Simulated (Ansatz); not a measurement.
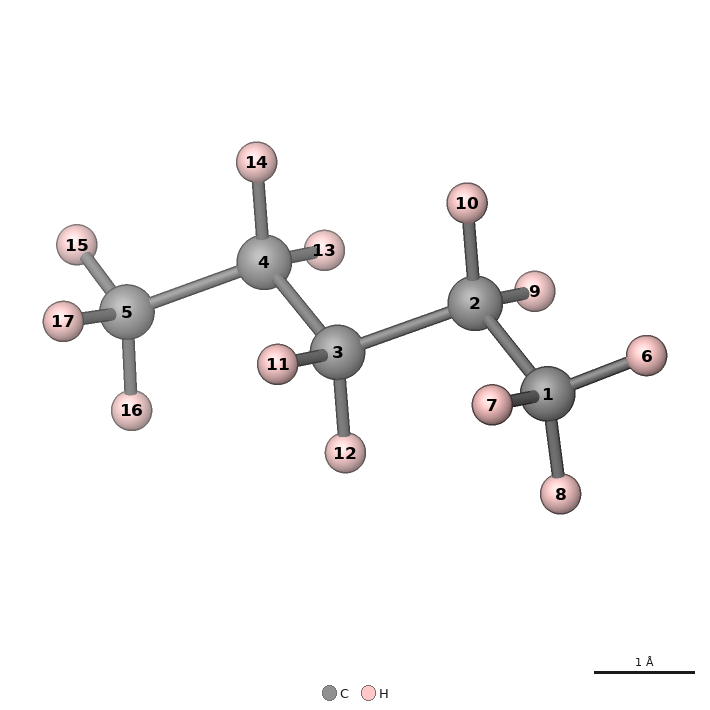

(Drawn from a calculation with Ansatz.)

Orthographic view. Depth is shown by fading: the farther an atom, the more it takes the colour of the background. Geometry: a fixed input geometry, not necessarily a minimum.

Write a MOL file (V2000) with the atoms in numerical order, bonds sorted by atom number with the orders drawn, and coordinates in the frame of the picture: x right, y up, z towards the viewer, origin at the mean position.

```
C5H12
                    3D

 17 16  0  0  0  0  0  0  0  0999 V2000
    2.0100   -0.6600    1.4500 C   0  0  0  0  0  0  0  0  0  0  0  0
    1.2800    0.2500    0.4800 C   0  0  0  0  0  0  0  0  0  0  0  0
   -0.1100   -0.2400    0.1000 C   0  0  0  0  0  0  0  0  0  0  0  0
   -0.8500    0.6700   -0.8700 C   0  0  0  0  0  0  0  0  0  0  0  0
   -2.2400    0.1600   -1.2400 C   0  0  0  0  0  0  0  0  0  0  0  0
    3.0100   -0.2800    1.7000 H   0  0  0  0  0  0  0  0  0  0  0  0
    1.4500   -0.7700    2.3900 H   0  0  0  0  0  0  0  0  0  0  0  0
    2.1400   -1.6700    1.0300 H   0  0  0  0  0  0  0  0  0  0  0  0
    1.8800    0.3700   -0.4400 H   0  0  0  0  0  0  0  0  0  0  0  0
    1.1900    1.2600    0.9100 H   0  0  0  0  0  0  0  0  0  0  0  0
   -0.7200   -0.3700    1.0200 H   0  0  0  0  0  0  0  0  0  0  0  0
   -0.0300   -1.2600   -0.3300 H   0  0  0  0  0  0  0  0  0  0  0  0
   -0.2500    0.7900   -1.7800 H   0  0  0  0  0  0  0  0  0  0  0  0
   -0.9300    1.6800   -0.4300 H   0  0  0  0  0  0  0  0  0  0  0  0
   -2.7500    0.8400   -1.9400 H   0  0  0  0  0  0  0  0  0  0  0  0
   -2.1900   -0.8300   -1.7100 H   0  0  0  0  0  0  0  0  0  0  0  0
   -2.8800    0.0700   -0.3500 H   0  0  0  0  0  0  0  0  0  0  0  0
  1  2  1  0
  1  6  1  0
  1  7  1  0
  1  8  1  0
  2  3  1  0
  2  9  1  0
  2 10  1  0
  3  4  1  0
  3 11  1  0
  3 12  1  0
  4  5  1  0
  4 13  1  0
  4 14  1  0
  5 15  1  0
  5 16  1  0
  5 17  1  0
M  END
```
